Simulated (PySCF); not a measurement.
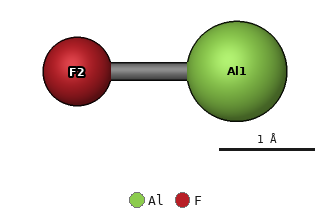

Figure 1. The input geometry (ball-and-stick view, seen on its broad side; atoms are numbered from 1 in the order of the input). Sticks mark near contacts.

## Frequency calculation, with input and output: AlF

- system: AlF
- method: RKS-based B3LYP, Al def2-SVP, F def2-SVP; non-relativistic Hamiltonian; density fitting (PySCF 2.14.0)

## The input
```python
from pyscf import gto, scf, dft
mol = gto.M(atom='''
Al     0.000000     0.000000    -0.693557
F      0.000000    -0.000000     0.985105''',
    basis={'Al': 'def2-SVP', 'F': 'def2-SVP'},
    charge=0, spin=0)
mf = dft.RKS(mol, xc='B3LYP')
mf.grids.atom_grid = (75, 302)
aux = {'Al': 'def2-universal-JKFIT', 'F': 'def2-universal-JKFIT'}
mf = mf.density_fit(auxbasis=aux)
mf.conv_tol = 1e-09
mf.diis_space = 10
mf.max_cycle = 60
mf.verbose = 4
mf.kernel()
```

The script is an equivalent of the set-up of the self-consistent field. The run itself was carried out by a driver, which started from the orbitals of the step before it where there was one and computed the further properties.

Hardware: 1 thread of Intel Xeon (Granite Rapids), 64 GiB of memory available, shared host.

Run as:
```bash
OMP_NUM_THREADS=1 python axn.py task.json out
```

## The program's output
```
init E= -342.192574606018
  HOMO = -0.254515161056278  LUMO = -0.0502481883311788  gap/eV = 5.55839
cycle= 1 E= -342.192574606018  delta_E= -2.27e-13  |g|= 1.03e-06  |ddm|= 9.79e-07
  HOMO = -0.254515130244553  LUMO = -0.0502481620894099  gap/eV = 5.55839
Extra cycle  E= -342.192574606018  delta_E= 2.27e-13  |g|= 1.82e-06  |ddm|= 1.63e-06
converged SCF energy = -342.192574606018
```

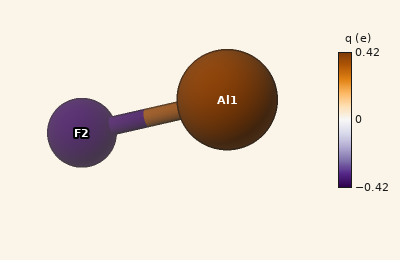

Figure 2. Mulliken charges, as the colour of each atom (ball-and-stick view, seen at a tilt; atoms are numbered from 1 in the order of the input). By element: Al +0.40 and F −0.40 e.

## Key numbers

```csv
quantity,value
outcome,converged
total energy,−342.192575 hartree
HOMO,−6.93 eV
LUMO,−1.37 eV
zero-point energy,0.001865 hartree
dipole moment,1.18 D
"wavenumbers, lowest and highest",819 cm⁻¹
wall time,1.9 s
peak memory,0.4 GiB
```
